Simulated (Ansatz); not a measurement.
SiH$_{2}$SCl: several calculations on one system

### Relaxation

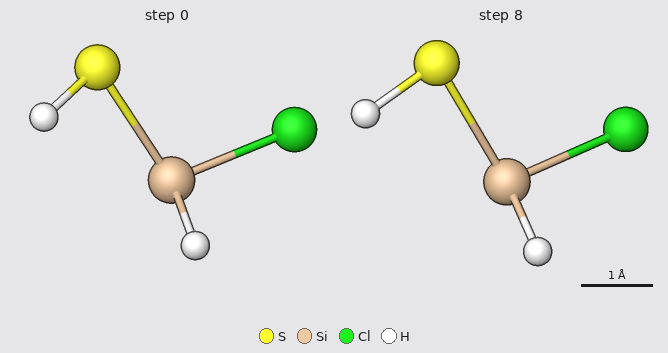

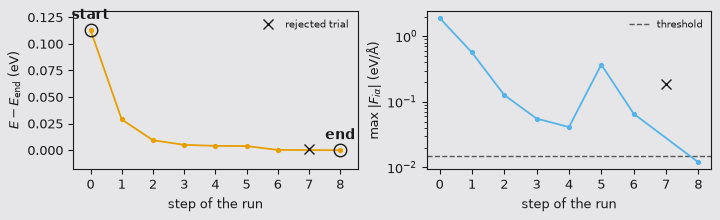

First and last geometry of a relaxation of SiH$_{2}$SCl (multiplicity 2), with the history of the run. The picture is a ball-and-stick view, seen at a tilt.

The run prepares an end point of a later path (inversion) calculation, from a guessed geometry.

Method: Ansatz 0.2.0, UHF/def2-SVP.

Input
```yaml
crystal:
  periodic: [false, false, false]
  atoms:
    - { symbol: S, position_ang: [-1.4419, 0.1365, -0.2467] }
    - { symbol: Si, position_ang: [0.6483, 0.146, -0.3413] }
    - { symbol: Cl, position_ang: [1.3305, 1.804, 0.6231] }
    - { symbol: H, position_ang: [-1.6014, -1.1161, -0.4823] }
    - { symbol: H, position_ang: [1.1144, -1.0439, 0.4058] }
magnetization:
  spin_polarized: true
  initial_magnetization: 1
basis:
  gaussian: { orbitals: def2-SVP }
hamiltonian:
  xc: hf
relax:
  f_tol: 0.015
  max_steps: 40
```

Launched with:
```bash
ansatz run input.yaml --threads 1 --pin off --max-ram 2048MiB --backend cpu --events-out ev --progress --plain --runs-dir out
```

What do the curves and the structures tell?

Answer. It converged. The energy falls by 0.113 eV in 7 accepted moves (8 points after the start). Largest force component: 1.9 eV/Å at the start, 0.012 eV/Å at the end. The line search rejected the trial step at point 7 of the run. The atom that moves furthest after the best rigid fit is H4 (0.22 Å). Largest moves by element: H 0.22 Å, S 0.16 Å, Cl 0.10 Å, Si 0.09 Å. Some distances before and after: S1–Si2 2.092 → 2.148 Å, S1–H4 1.285 → 1.338 Å, Si2–Cl3 2.036 → 2.071 Å. Bond angles that change, for instance: S1–Si2–H5 106.7° → 111.9°. The run took 12 s on 1 thread of Intel(R) Xeon(R) Platinum 8488C (Sapphire Rapids) (shared host), peak memory 0.15 GiB.

```tsv
step	E − E(0), eV	largest force component, eV/Å	note
0	0.0000	1.9013	
1	-0.0841	0.5658	
2	-0.1036	0.1270	
3	-0.1080	0.0556	
4	-0.1090	0.0412	
5	-0.1091	0.3703	
6	-0.1128	0.0660	
7	-0.1115	0.1857	rejected
8	-0.1131	0.0120
```

### Relaxation

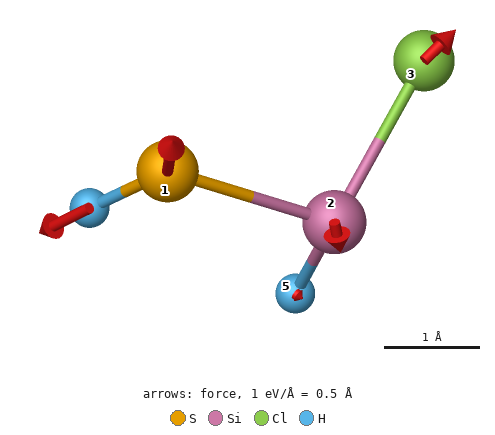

Starting geometry of SiH$_{2}$SCl (multiplicity 2) with the computed forces as red arrows. Style: ball-and-stick. Shown at a tilt.

The run prepares an end point of a later path (inversion) calculation, from a guessed geometry.

Theory: UHF/def2-SVP (Ansatz). Set-up: collinear spin; force threshold 0.015 eV/Å; at most 40 steps.

**Is this structure relaxed? If not, where do the atoms go?**

It isn't relaxed: the largest force vector, on the S atom, is 2.07 eV/Å. The final displacements have little in common with the starting forces (cosine between the two patterns −0.06). The energy falls by 13.2 kJ/mol in 19 accepted moves (21 points after the start). The largest force component goes from 1.7 to 0.0029 eV/Å. The line search rejected the trial steps at points 12, 14 of the run. The largest move after the best rigid fit is that of an H atom, 0.40 Å. Largest moves by element: H 0.40 Å, S 0.32 Å, Cl 0.18 Å, Si 0.03 Å. Near-neighbour distances that change, for instance: H–S 1.285 → 1.338 Å, S–Si 2.092 → 2.144 Å, Cl–Si 2.036 → 2.076 Å, H–Si 1.480 → 1.476 Å. Among the angles between lasting bonds that change: S–Si–Cl 108.5° → 113.0°, S–Si–H 106.7° → 111.0°. Groups turn about S–Si by about 40°. Cost: 29 s on 1 thread of Intel(R) Xeon(R) Platinum 8488C (Sapphire Rapids), with other jobs on the host, peak memory 0.14 GiB.

### Path

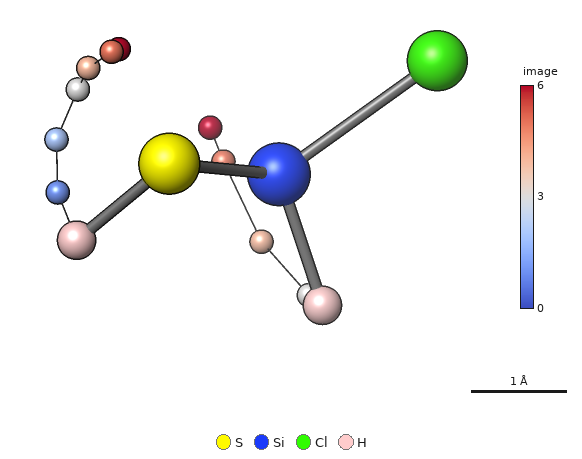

A nudged-elastic-band calculation for SiH2SCl (multiplicity 2). Images are numbered from 0 (start) to 6 (end). The start is drawn whole; smaller spheres mark the moving atoms (H) in the later images, joined by lines and coloured by the number of the image. Style: ball-and-stick. Shown at a tilt.

Theory: UHF/def2-SVP in Ansatz. Settings: 5 movable images; climbing image; force threshold 0.05 eV/Å; iteration limit 60; starting path through a guess of the saddle point.

Describe the path and its energy.

Answer. The motion is an umbrella inversion at the Si atom. No bond forms or breaks between the ends. Among the angles between lasting bonds that change up to the highest image: S–Si–Cl 106.7° → 119.6°, S–Si–H 111.9° → 124.4°. The two ends have nearly the same energy, and the highest point, image 4, lies 17.5 kcal/mol above the start. The band converged in 11 iterations. The largest component of the band force went from 4.7 to 0.022 eV/Å. The climbing image converged on the top of the path. Its vibrational analysis gives one imaginary mode (1057i cm⁻¹), as a transition state must have.
